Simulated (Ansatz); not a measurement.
# PH (quintet): correlated methods under varied settings

What do other methods and options give for PH (quintet) at this geometry, and how long do they take?

The runs use Ansatz 0.2.0, Gaussian basis; the settings change from run to run.

13 further runs of the same task are left out: 8 that didn't finish, 5 set aside as unsound or not needed. Runs told in other sessions of the task aren't counted.

### Step 1. The system

The geometry is a PBE0/def2-TZVPD stationary point (not a proven minimum) of the parent state, kept for this charge and spin.

2 atoms, charge 0, spin multiplicity 5.

Atoms are counted from 1 here; the program's logs count them from 0.

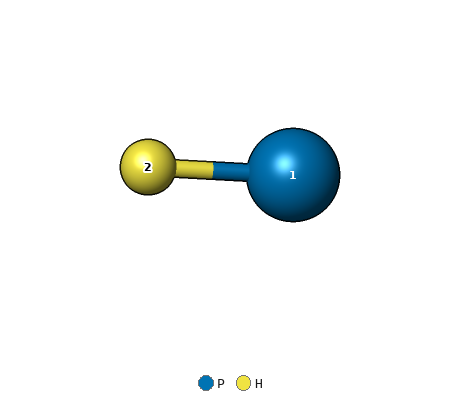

The geometry (phosphorus blue, hydrogen yellow); atoms are numbered from 1 in the order of the file.

Geometry (Å):

```xyz
2

P     0.0000    0.0000    0.0000
H     0.0000    0.0000    1.5586
```

### Step 2. BCCD(T) on UHF/aug-cc-pVDZ

The input, in.yaml:

```yaml
crystal:
  periodic: [false, false, false]
  atoms:
    - {symbol: P, position_ang: [0.000000, 0.000000, 0.000000]}
    - {symbol: H, position_ang: [0.000000, 0.000000, 1.558600]}
basis:
  gaussian: {orbitals: aug-cc-pVDZ}
magnetization: {spin_polarized: true, initial_magnetization: 4}
hamiltonian: {pseudopotentials: {relativity: scalar}}
correlation: {method: bccd_t, electrons: outside_noble_gas}
scf: {lower_state_search: light}
output: {forces: true}
```

On the command line:

```
ansatz run in.yaml --threads 1 --pin off --events-out ev --progress --plain --max-ram 2393MiB
```

What it wrote, shortened:

```text
Functional definition: HF
  name "HF"
  cite "Fock, Z. Phys. 61, 126 (1930) doi:10.1007/BF01340294"
  parent pbe
[...]
365 factors; integrals over basis functions are off by at most 1.1e-3 eV
[...]
mean field -9301.35705497 eV, -341.8185670840 hartree, gradient 2.8e-6 eV, S^2 6.004717; 2 other end points of the search recorded, 0 dependent functions left out
determinant -9301.35705497 eV, -341.8185670840 hartree, with singles and doubles -9303.83806505 eV, -341.9097425226 hartree
determinant -9298.91988879 eV, -341.7290028789 hartree, with singles and doubles -9301.38207862 eV, -341.8194866862 hartree
determinant -9298.01773051 eV, -341.6958491736 hartree, with singles and doubles -9300.39317702 eV, -341.7831452227 hartree
5 core orbitals not correlated: weight in the atoms' cores, before any rotation towards them, 1.000 or more for the frozen orbitals, at most 0.000 for the correlated occupied ones
reference -9301.35705497 eV, -341.8185670840 hartree; 5, 1 occupied and 26, 30 virtual orbitals, 365 factors
second order -1.94567936 eV of doubles, -0.00000000 eV of singles
cycle   1  -2.48392490 eV  change   -8.5e-2 eV  update   1.4e-2
[...]
cycle  11  -2.48847818 eV  change    1.9e-7 eV  update   9.2e-7
perturbative correction -0.06121873 eV, -0.0022497469 hartree
[...]
Total energy: -9303.90675188 eV, -341.9122667171 hartree
Relativity: scalar
Atom 0 at     0.000000     0.000000     0.000000 Å, force     0.000000     0.000000    -5.769956 eV/Å
Atom 1 at     0.000000     0.000000     1.558600 Å, force    -0.000000    -0.000000     5.769956 eV/Å
Dipole moment:     0.000000     0.000000    -0.099792 e Å
```

It took 1.5 s on 1 thread of Arm Neoverse V1, shared host.

From the report: ⟨S²⟩ of the determinant 6.005 (pure quintet: 6.00); correlation -2.5497 eV; largest double amplitude 0.05.

### Step 3. NEVPT2(4,6)/aug-cc-pVDZ

The input, in.yaml:

```yaml
crystal:
  periodic: [false, false, false]
  atoms:
    - {symbol: P, position_ang: [0.000000, 0.000000, 0.000000]}
    - {symbol: H, position_ang: [0.000000, 0.000000, 1.558600]}
basis:
  gaussian: {orbitals: aug-cc-pVDZ}
magnetization: {spin_polarized: false, initial_magnetization: 4}
correlation: {method: sc_nevpt2, electrons: all, active_space: {window: {electrons: 4, orbitals: 6}}}
scf: {lower_state_search: light}
```

Same command.

What it wrote:

```text
Functional definition: HF
  name "HF"
  cite "Fock, Z. Phys. 61, 126 (1930) doi:10.1007/BF01340294"
  parent pbe
  exchange = exact_x
  correlation = 0
365 factors; integrals over basis functions are off by at most 1.1e-3 eV
mean field evaluation 1: about -9279.1178 eV, gradient 1.1e1 eV
mean field evaluation 2: about -9279.1184 eV, gradient 1.1e1 eV
mean field evaluation 4: about -9281.2914 eV, gradient 2.0e0 eV
mean field evaluation 8: about -9281.4433 eV, gradient 3.0e-1 eV
mean field evaluation 16: about -9281.2561 eV, gradient 3.7e0 eV
mean field -9281.44760572 eV, -341.0869083192 hartree, gradient 2.0e-6 eV, S^2 6.000000; 1 other end points of the search recorded, 0 dependent functions left out
reference -9281.44760572 eV, -341.0869083192 hartree; 10, 6 occupied and 26, 30 virtual orbitals, 365 factors
state -9281.59385877 eV, -341.0922830194 hartree
state -9281.59385877 eV, -341.0922830194 hartree; corrected -9283.71475786 eV, -341.1702246236 hartree
Total energy: -9283.71475786 eV, -341.1702246236 hartree
```

Run time: 1.2 s. Hardware: 1 thread of Arm Neoverse V1, shared host.

From the report: 4 determinants; active occupations 1.00, 1.00, 1.00, 1.00, 0.00, 0.00.

### Step 4. CCSD(T) on UHF/pcseg-2

The input, in.yaml:

```yaml
crystal:
  periodic: [false, false, false]
  atoms:
    - {symbol: P, position_ang: [0.000000, 0.000000, 0.000000]}
    - {symbol: H, position_ang: [0.000000, 0.000000, 1.558600]}
basis:
  gaussian: {orbitals: pcseg-2}
magnetization: {spin_polarized: true, initial_magnetization: 4}
correlation: {method: ccsd_t, electrons: all}
scf: {lower_state_search: off}
```

Same command.

What it wrote, shortened:

```text
Functional definition: HF
  name "HF"
  cite "Fock, Z. Phys. 61, 126 (1930) doi:10.1007/BF01340294"
  parent pbe
[...]
292 factors; integrals over basis functions are off by at most 1.3e-3 eV
[...]
mean field -9281.53994990 eV, -341.0903019052 hartree, gradient 2.8e-6 eV, S^2 6.004826; 0 other end points of the search recorded, 0 dependent functions left out
reference -9281.53994990 eV, -341.0903019052 hartree; 10, 6 occupied and 38, 42 virtual orbitals, 292 factors
second order -3.88474184 eV of doubles, -0.00000000 eV of singles
cycle   1  -4.21799529 eV  change   -3.3e-1 eV  update   4.8e-2
[...]
cycle   8  -4.36652324 eV  change    1.6e-5 eV  update   1.6e-5
perturbative correction -0.11892412 eV, -0.0043703807 hartree
Total energy: -9286.02539726 eV, -341.2551390552 hartree
Checks for a lower state left out: stability, starts, cluster_reference, orbital_swaps, neighbouring_geometries, increment
```

Wall time 1.5 s (1 thread of Arm Neoverse V1, shared host).

From the report: ⟨S²⟩ of the determinant 6.005 (pure quintet: 6.00); correlation -4.4854 eV; T1 0.015; largest double amplitude 0.05.

### Step 5. CASSCF(4,7)/aug-cc-pVDZ

The input, in.yaml:

```yaml
crystal:
  periodic: [false, false, false]
  atoms:
    - {symbol: P, position_ang: [0.000000, 0.000000, 0.000000]}
    - {symbol: H, position_ang: [0.000000, 0.000000, 1.558600]}
basis:
  gaussian: {orbitals: aug-cc-pVDZ, fitting: {mean_field: def2-universal-jkfit}}
magnetization: {spin_polarized: false, initial_magnetization: 4}
correlation: {active_space: {window: {electrons: 4, orbitals: 7}, states: [{multiplicity: 5, weights: [0.5, 1, 1]}]}}
scf: {lower_state_search: full}
```

The command is unchanged.

What it wrote:

```text
Functional definition: HF
  name "HF"
  cite "Fock, Z. Phys. 61, 126 (1930) doi:10.1007/BF01340294"
  parent pbe
  exchange = exact_x
  correlation = 0
146 factors; integrals over basis functions are off by at most 5.2e-1 eV
mean field evaluation 1: about -9279.0773 eV, gradient 1.1e1 eV
mean field evaluation 2: about -9280.9790 eV, gradient 4.7e0 eV
mean field evaluation 4: about -9281.4110 eV, gradient 1.4e0 eV
mean field evaluation 8: about -9281.4453 eV, gradient 1.2e-1 eV
mean field evaluation 16: about -9247.6124 eV, gradient 2.8e1 eV
mean field evaluation 32: about -9281.4195 eV, gradient 1.0e0 eV
mean field evaluation 64: about -9281.4462 eV, gradient 5.5e-4 eV
mean field -9281.44623780 eV, -341.0868580489 hartree, gradient 1.9e-6 eV, S^2 6.000000; 6 other end points of the search recorded, 0 dependent functions left out
reference -9281.44623780 eV, -341.0868580489 hartree; 10, 6 occupied and 26, 30 virtual orbitals, 146 factors
state -9281.23307565 eV, -341.0790244844 hartree
state -9279.06168389 eV, -340.9992273092 hartree
state -9278.18005825 eV, -340.9668281645 hartree
Total energy: -9279.14331199 eV, -341.0022270864 hartree
```

It took 0.51 s on 1 thread of Arm Neoverse V1, shared host.

From the report: 35 determinants; active occupations (of the averaged states) 1.00, 1.00, 1.00, 0.40, 0.40, 0.20, 0.00.

### Step 6. CCSDT(Q)/B on UHF/6-31G*

The input, in.yaml:

```yaml
crystal:
  periodic: [false, false, false]
  atoms:
    - {symbol: P, position_ang: [0.000000, 0.000000, 0.000000]}
    - {symbol: H, position_ang: [0.000000, 0.000000, 1.558600]}
basis:
  gaussian: {orbitals: "6-31G*", point_charges: [{charge: -1.00, position_ang: [3.292, -0.272, -0.098]}]}
magnetization: {spin_polarized: true, initial_magnetization: 4}
correlation: {method: ccsdt_q_b, electrons: outside_noble_gas}
scf: {lower_state_search: off}
output: {forces: true}
```

Launched as before.

What it wrote, shortened:

```text
Functional definition: HF
  name "HF"
  cite "Fock, Z. Phys. 61, 126 (1930) doi:10.1007/BF01340294"
  parent pbe
[...]
317 factors; integrals over basis functions are off by at most 4.5e-8 eV
[...]
mean field -9280.91904537 eV, -341.0674840845 hartree, gradient 1.3e-6 eV, S^2 6.003751; 0 other end points of the search recorded, 0 dependent functions left out
5 core orbitals not correlated: weight in the atoms' cores, before any rotation towards them, 1.000 or more for the frozen orbitals, at most 0.000 for the correlated occupied ones
reference -9280.91904537 eV, -341.0674840845 hartree; 5, 1 occupied and 11, 15 virtual orbitals, 317 factors
second order -1.49600436 eV of doubles, -0.00000000 eV of singles
cycle   1  -1.82118352 eV  change   -3.3e-1 eV  update   4.7e-2
[...]
cycle  11  -1.99410758 eV  change   -5.6e-7 eV  update   3.3e-7
perturbative correction -0.00108079 eV, -0.0000397183 hartree
[...]
Total energy: -9282.91423374 eV, -341.1408059046 hartree
Atom 0 at     0.000000     0.000000     0.000000 Å, force     0.170489    -0.014087    -6.627374 eV/Å
Atom 1 at     0.000000     0.000000     1.558600 Å, force     0.019454    -0.001607     6.612509 eV/Å
Dipole moment:     0.144932    -0.011975    -0.051850 e Å
Checks for a lower state left out: starts, cluster_reference, orbital_swaps, neighbouring_geometries, increment
```

Wall time 3.6 s (1 thread of Arm Neoverse V1, shared host).

From the report: ⟨S²⟩ of the determinant 6.004 (pure quintet: 6.00); correlation -1.9952 eV; T1 0.020; largest double amplitude 0.05.

### Step 7. CCSD/pcseg-2

The input, in.yaml:

```yaml
crystal:
  periodic: [false, false, false]
  atoms:
    - {symbol: P, position_ang: [0.000000, 0.000000, 0.000000]}
    - {symbol: H, position_ang: [0.000000, 0.000000, 1.558600]}
basis:
  gaussian: {orbitals: pcseg-2}
magnetization: {spin_polarized: false, initial_magnetization: 4}
hamiltonian: {xc: {name: PBE}}
correlation: {method: ccsd, electrons: all}
```

Launched as before.

What it wrote, shortened:

```text
Functional definition: PBE
  name "PBE"
  cite "Perdew, Burke & Ernzerhof, Phys. Rev. Lett. 77, 3865 (1996) doi:10.1103/PhysRevLett.77.3865"
  parent pbe
[...]
292 factors; integrals over basis functions are off by at most 1.3e-3 eV
[...]
a density is far from that of the atoms, so the factors are made again for it
310 factors; integrals over basis functions are off by at most 7.4e-4 eV
[...]
mean field -9292.94506630 eV, -341.5094322020 hartree, gradient 2.9e-6 eV, S^2 6.000000; 1 other end points of the search recorded, 0 dependent functions left out
reference -9281.25883708 eV, -341.0799711994 hartree; 10, 6 occupied and 38, 42 virtual orbitals, 310 factors
second order -4.08544011 eV of doubles, -0.21170561 eV of singles
cycle   1  -4.53920025 eV  change   -2.4e-1 eV  update   3.9e-2
[...]
cycle   8  -4.63928864 eV  change    6.0e-6 eV  update   1.2e-5
Total energy: -9285.89812572 eV, -341.2504619124 hartree
```

It took 2 s on 1 thread of Arm Neoverse V1, shared host.

From the report: correlation -4.6393 eV; T1 0.011; largest double amplitude 0.05. The orbitals are Kohn-Sham ones, so correlation energy and T1 don't compare with those on Hartree-Fock orbitals.

### Step 8. BCCD(T)/def2-mTZVP

The input, in.yaml:

```yaml
crystal:
  periodic: [false, false, false]
  atoms:
    - {symbol: P, position_ang: [0.000000, 0.000000, 0.000000]}
    - {symbol: H, position_ang: [0.000000, 0.000000, 1.558600]}
basis:
  gaussian: {orbitals: def2-mTZVP}
magnetization: {spin_polarized: false, initial_magnetization: 4}
hamiltonian: {xc: {name: PBE}}
correlation: {method: bccd_t, electrons: valence, diis_vectors: 4}
accuracy: high
output: {forces: true}
```

Same command.

What it wrote, shortened:

```text
Functional definition: PBE
  name "PBE"
  cite "Perdew, Burke & Ernzerhof, Phys. Rev. Lett. 77, 3865 (1996) doi:10.1103/PhysRevLett.77.3865"
  parent pbe
[...]
374 factors; integrals over basis functions are off by at most 3.2e-9 eV
[...]
mean field -9292.50104923 eV, -341.4931148759 hartree, gradient 6.0e-9 eV, S^2 6.000000; 0 other end points of the search recorded, 0 dependent functions left out
5 core orbitals not correlated: weight in the atoms' cores, before any rotation towards them, 1.000 or more for the frozen orbitals, at most 0.000 for the correlated occupied ones
reference -9281.17909019 eV, -341.0770405555 hartree; 5, 1 occupied and 15, 19 virtual orbitals, 374 factors
second order -1.70356277 eV of doubles, -0.09482456 eV of singles
cycle   1  -2.12539498 eV  change   -3.3e-1 eV  update   4.2e-2
[...]
cycle  19  -2.22844998 eV  change  -2.9e-11 eV  update  6.7e-10
perturbative correction -0.03643277 eV, -0.0013388797 hartree
[...]
Total energy: -9283.44397294 eV, -341.1602734613 hartree
Atom 0 at     0.000000     0.000000     0.000000 Å, force    -0.000000     0.000000    -6.193033 eV/Å
Atom 1 at     0.000000     0.000000     1.558600 Å, force    -0.000000     0.000000     6.193033 eV/Å
Dipole moment:    -0.000000     0.000000    -0.126031 e Å
```

Wall time 2.4 s (1 thread of Arm Neoverse V1, shared host).

From the report: correlation -2.2649 eV; largest double amplitude 0.05.

### Step 9. BCCD(T) on UHF/def2-TZVP

The input, in.yaml:

```yaml
crystal:
  periodic: [false, false, false]
  atoms:
    - {symbol: P, position_ang: [0.000000, 0.000000, 0.000000]}
    - {symbol: H, position_ang: [0.000000, 0.000000, 1.558600]}
basis:
  gaussian: {orbitals: def2-TZVP}
magnetization: {spin_polarized: true, initial_magnetization: 4}
correlation: {method: bccd_t, electrons: all, diis_vectors: 12}
output: {forces: true}
```

Same command.

What it wrote, shortened:

```text
Functional definition: HF
  name "HF"
  cite "Fock, Z. Phys. 61, 126 (1930) doi:10.1007/BF01340294"
  parent pbe
[...]
262 factors; integrals over basis functions are off by at most 8.2e-4 eV
[...]
mean field -9281.61416695 eV, -341.0930293314 hartree, gradient 7.4e-6 eV, S^2 6.005536; 0 other end points of the search recorded, 0 dependent functions left out
reference -9281.61416695 eV, -341.0930293314 hartree; 10, 6 occupied and 33, 37 virtual orbitals, 262 factors
second order -5.02006970 eV of doubles, -0.00000000 eV of singles
cycle   1  -5.41240359 eV  change   -3.9e-1 eV  update   5.1e-2
[...]
cycle  11  -5.56545274 eV  change    9.8e-7 eV  update   1.3e-6
perturbative correction -0.13675476 eV, -0.0050256448 hartree
[...]
Total energy: -9287.31637445 eV, -341.3025815918 hartree
Atom 0 at     0.000000     0.000000     0.000000 Å, force     0.000000     0.000000    -5.634019 eV/Å
Atom 1 at     0.000000     0.000000     1.558600 Å, force    -0.000000     0.000000     5.634019 eV/Å
Dipole moment:    -0.000000    -0.000000    -0.056949 e Å
```

Run time: 6 s. Hardware: 1 thread of Arm Neoverse V1, shared host.

From the report: ⟨S²⟩ of the determinant 6.006 (pure quintet: 6.00); correlation -5.7022 eV; largest double amplitude 0.06.

### Step 10. CCSDT(Q)/B on UHF/6-31++G**

The input, in.yaml:

```yaml
crystal:
  periodic: [false, false, false]
  atoms:
    - {symbol: P, position_ang: [0.000000, 0.000000, 0.000000]}
    - {symbol: H, position_ang: [0.000000, 0.000000, 1.558600]}
basis:
  gaussian: {orbitals: "6-31++G**"}
magnetization: {spin_polarized: true, initial_magnetization: 4}
correlation: {method: ccsdt_q_b, electrons: valence}
scf: {lower_state_search: light}
output: {forces: true}
```

The command is unchanged.

What it wrote:

```text
Functional definition: HF
  name "HF"
  cite "Fock, Z. Phys. 61, 126 (1930) doi:10.1007/BF01340294"
  parent pbe
  exchange = exact_x
  correlation = 0
423 factors; integrals over basis functions are off by at most 1.9e-7 eV
mean field evaluation 1: about -9280.5309 eV, gradient 5.3e0 eV
mean field evaluation 2: about -9280.5366 eV, gradient 5.3e0 eV
mean field evaluation 4: about -9280.9247 eV, gradient 7.5e-1 eV
mean field evaluation 8: about -9280.9464 eV, gradient 3.3e-2 eV
mean field evaluation 16: about -9280.9333 eV, gradient 3.2e-1 eV
mean field evaluation 32: about -9278.4390 eV, gradient 5.3e-3 eV
mean field evaluation 64: about -9277.6261 eV, gradient 3.7e-1 eV
a density is far from that of the atoms, so the factors are made again for it
444 factors; integrals over basis functions are off by at most 1.8e-7 eV
mean field evaluation 96: about -9278.4377 eV, gradient 7.6e-2 eV
mean field evaluation 128: about -9277.7807 eV, gradient 2.0e0 eV
mean field -9280.94646663 eV, -341.0684917973 hartree, gradient 1.7e-6 eV, S^2 6.004087; 2 other end points of the search recorded, 0 dependent functions left out
determinant -9280.94646663 eV, -341.0684917973 hartree, with singles and doubles -9283.09225190 eV, -341.1473479513 hartree
determinant -9278.43904986 eV, -340.9763459306 hartree, with singles and doubles -9280.61872612 eV, -341.0564475557 hartree
5 core orbitals not correlated: weight in the atoms' cores, before any rotation towards them, 1.000 or more for the frozen orbitals, at most 0.000 for the correlated occupied ones
reference -9280.94646663 eV, -341.0684917973 hartree; 5, 1 occupied and 19, 23 virtual orbitals, 444 factors
second order -1.67577880 eV of doubles, -0.00000000 eV of singles
cycle   1  -2.01032821 eV  change   -3.3e-1 eV  update   4.8e-2
cycle   2  -2.17593261 eV  change   -1.7e-1 eV  update   2.4e-2
cycle   3  -2.19715985 eV  change   -2.1e-2 eV  update   1.1e-2
cycle   4  -2.19654413 eV  change    6.2e-4 eV  update   3.9e-3
cycle   5  -2.19386234 eV  change    2.7e-3 eV  update   1.9e-3
cycle   6  -2.19483012 eV  change   -9.7e-4 eV  update   7.4e-4
cycle   7  -2.19504834 eV  change   -2.2e-4 eV  update   2.6e-4
cycle   8  -2.19491503 eV  change    1.3e-4 eV  update   1.1e-4
cycle   9  -2.19487523 eV  change    4.0e-5 eV  update   4.2e-5
cycle  10  -2.19490052 eV  change   -2.5e-5 eV  update   1.5e-5
cycle  11  -2.19490218 eV  change   -1.7e-6 eV  update   5.9e-6
cycle  12  -2.19490057 eV  change    1.6e-6 eV  update   2.3e-6
cycle  13  -2.19489915 eV  change    1.4e-6 eV  update   8.6e-7
cycle  14  -2.19489976 eV  change   -6.1e-7 eV  update   3.2e-7
cycle  15  -2.19490001 eV  change   -2.5e-7 eV  update   1.1e-7
perturbative correction -0.00159071 eV, -0.0000584576 hartree
the calculation of the forces begins
Total energy: -9283.14295736 eV, -341.1492113427 hartree
Atom 0 at     0.000000     0.000000     0.000000 Å, force     0.000000     0.000000    -5.542810 eV/Å
Atom 1 at     0.000000     0.000000     1.558600 Å, force    -0.000000     0.000000     5.542810 eV/Å
Dipole moment:    -0.000000    -0.000000    -0.197486 e Å
```

Run time: 9 s. Hardware: 1 thread of Arm Neoverse V1, shared host.

From the report: ⟨S²⟩ of the determinant 6.004 (pure quintet: 6.00); correlation -2.1965 eV; T1 0.025; largest double amplitude 0.04.

### Step 11. The runs in one table

```csv
level,correlated,functions,energy (eV),time
BCCD(T) on UHF/aug-cc-pVDZ (relativity set),outside noble gas,36,-9303.9068,1.5 s
"NEVPT2(4,6)/aug-cc-pVDZ",all,36,-9283.7148,1.2 s
CCSD(T) on UHF/pcseg-2,all,48,-9286.0254,1.5 s
"CASSCF(4,7)/aug-cc-pVDZ (mean of several states)",,36,-9279.1433,0.51 s
CCSDT(Q)/B on UHF/6-31G* (beside a point charge),outside noble gas,21,-9282.9142,3.6 s
CCSD/pcseg-2 (on PBE orbitals),all,48,-9285.8981,2 s
BCCD(T)/def2-mTZVP (on PBE orbitals),valence,25,-9283.4440,2.4 s
BCCD(T) on UHF/def2-TZVP,all,43,-9287.3164,6 s
CCSDT(Q)/B on UHF/6-31++G**,valence,29,-9283.1430,9 s
```

### Step 12. Results

```
quantity                                                     value
    runs                                                         9
quickest  CASSCF(4,7)/aug-cc-pVDZ (mean of several states), 0.51 s
 slowest                          CCSDT(Q)/B on UHF/6-31++G**, 9 s
```

In words: Total energies in different bases, with other cores or another treatment of relativity can't be set against each other. CCSDT(Q)/B on UHF/6-31++G** took 18 times as long as CASSCF(4,7)/aug-cc-pVDZ (mean of several states); the jobs differ in more than the method.
